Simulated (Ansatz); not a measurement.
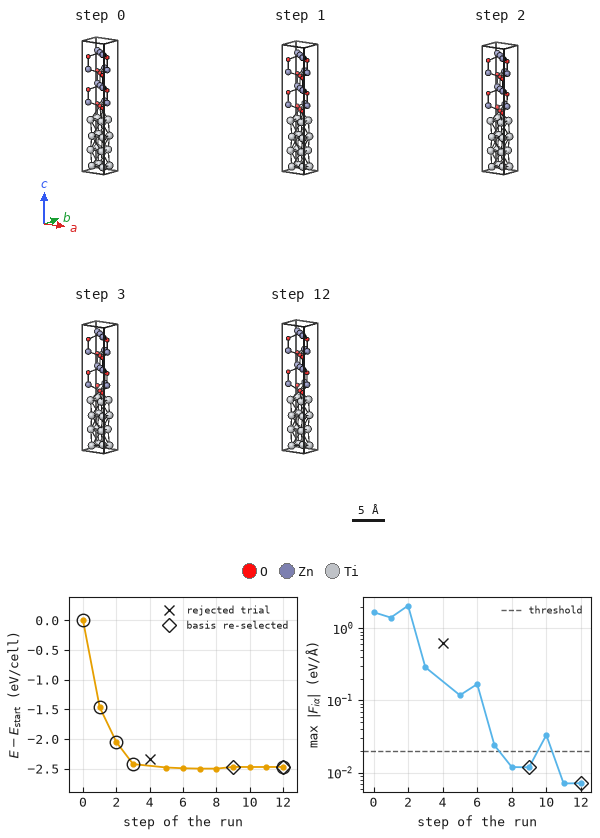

Frames of a relaxation of an interface cell of composition Ti$_{4}$Zn$_{3}$O$_{3}$, marked on the history of the run. A ball-and-stick model of the cell of the calculation (origin shifted), seen slightly off an axis.

Case: film shifted by (0, 0) in the plane.

Computed with Ansatz, DFT PBE, scalar-relativistic, plane waves, PAW. Settings: plane-wave cutoff 420 eV; k-point mesh 6 × 6 × 2; occupations gaussian; smearing width 0.1 eV; no spin polarisation; cell relaxed at fixed a, b, gamma, alpha, beta; force threshold 0.02 eV/Å; at most 70 steps.

Describe the path.

After 9 accepted moves (12 points after the start) the energy has fallen by 2.469 eV per cell of the calculation. The largest force component goes from 1.7 to 0.0072 eV/Å. The pressure goes from −0.39 to 1.18 GPa. The line search rejected the trial step at point 4 of the run. At 2 points the geometry stayed and the basis and grid were re-selected for the new cell (energy shift of 28.6 meV per cell of the calculation at most each time). The atom that moves furthest relative to the cell is an O atom (0.62 Å along −c). Largest moves by element: O 0.62 Å, Zn 0.30 Å, Ti 0.27 Å. The volume changes by −2.9 %, with a = b unchanged at 5.680 Å, c 20.957 → 20.349 Å (−2.9 %). Among the contacts that change: O–Ti 2.833 → 2.260 Å, O–Ti 2.310 → 1.925 Å, Ti–Ti 2.903 → 2.677 Å, O–Zn 1.999 → 2.186 Å. Among the angles between lasting bonds that change: Zn–O–Zn 110.3° → 95.5°, O–Zn–O 108.7° → 121.8°, Zn–O–Zn 110.3° → 97.4°. From step 0 to 1: an O atom moves most (0.19 Å), volume −3.0 %, energy −1.463 eV per cell of the calculation. From step 1 to 2: O and Ti atoms move most (0.19 Å), volume −0.9 %, energy −0.586 eV per cell of the calculation. From step 2 to 3: an O atom moves most (0.19 Å), volume +0.2 %, energy −0.371 eV per cell of the calculation. From step 3 to 12: an O atom moves most (0.05 Å), volume +0.8 %, energy −48.0 meV per cell of the calculation.
